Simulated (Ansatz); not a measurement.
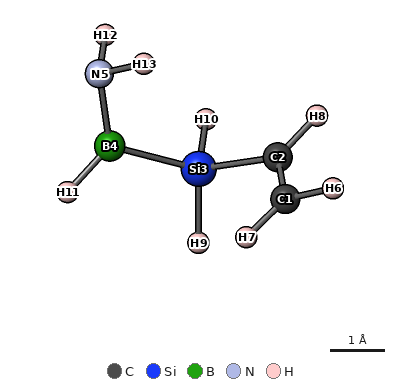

This is the input geometry for a relaxation of C$_{2}$H$_{8}$BNSi (coarse preliminary run). A ball-and-stick model, seen from a free direction.

The start comes from a force field.

All numbers below come from Ansatz, RKS PBE-D4/def2-SVP.

Input file:
```yaml
crystal:
  periodic: [false, false, false]
  atoms:
    - {symbol: C, position_ang: [-1.640800, -0.502400, 1.239200]}
    - {symbol: C, position_ang: [-0.501800, 0.119900, 1.375200]}
    - {symbol: Si, position_ang: [0.948100, -0.476100, 0.432200]}
    - {symbol: B, position_ang: [0.750600, -0.273100, -1.467600]}
    - {symbol: N, position_ang: [0.382600, 1.075500, -2.080700]}
    - {symbol: H, position_ang: [-2.545100, -0.073000, 1.782200]}
    - {symbol: H, position_ang: [-1.795800, -1.296800, 0.558200]}
    - {symbol: H, position_ang: [-0.347900, 0.979500, 2.047500]}
    - {symbol: H, position_ang: [1.227800, -1.875000, 0.808100]}
    - {symbol: H, position_ang: [2.155500, 0.323300, 0.853900]}
    - {symbol: H, position_ang: [0.703400, -1.235600, -2.140200]}
    - {symbol: H, position_ang: [1.198900, 1.716400, -1.798800]}
    - {symbol: H, position_ang: [-0.515200, 1.482600, -1.594400]}
basis:
  gaussian: {orbitals: def2-SVP}
hamiltonian: {xc: pbe, dispersion: d4}
relax: {f_tol: 0.03, max_steps: 200}
```

Command:
```bash
ansatz run in.yaml --threads 4 --pin off --events-out ev --progress --plain --max-ram 10444MiB
```

> Predict the outcome.

The atom that moves furthest after the best rigid fit is H13 (2.26 Å). By element the largest moves are H 2.26 Å, C 0.85 Å, N 0.82 Å, B 0.60 Å, Si 0.34 Å. Among the contacts that change: B4–N5 1.526 → 1.397 Å, Si3–B4 1.921 → 2.029 Å, N5–H13 1.099 → 1.023 Å, C2–Si3 1.829 → 1.888 Å. Among the angles between lasting bonds that change: B4–N5–H12 103.8° → 123.5°, B4–N5–H13 110.3° → 123.4°, H12–N5–H13 106.5° → 113.1°. Groups turn about Si3–B4 by about 60°, C2–Si3 by about 50°. After 23 geometry steps the energy has fallen by 208.9 kJ/mol. Largest force component: 3.2 eV/Å at the start, 0.021 eV/Å at the end.

Final geometry:

```xyz
13

C    -1.6213   -0.9247    1.9724
C    -0.8749    0.0265    1.3759
Si    0.6657   -0.3178    0.3398
B     0.3904    0.1832   -1.6068
N     1.1840    1.1609   -2.2110
H    -2.5326   -0.6822    2.5474
H    -1.3549   -1.9948    1.9123
H    -1.2042    1.0787    1.4749
H     0.9936   -1.7853    0.4947
H     1.8280    0.4674    0.9199
H    -0.4660   -0.3527   -2.2919
H     1.9305    1.6618   -1.7241
H     1.0821    1.4444   -3.1884
```

The end point in the same view:

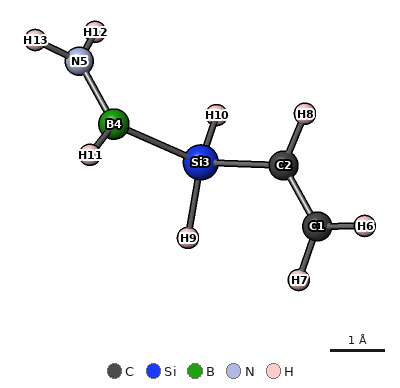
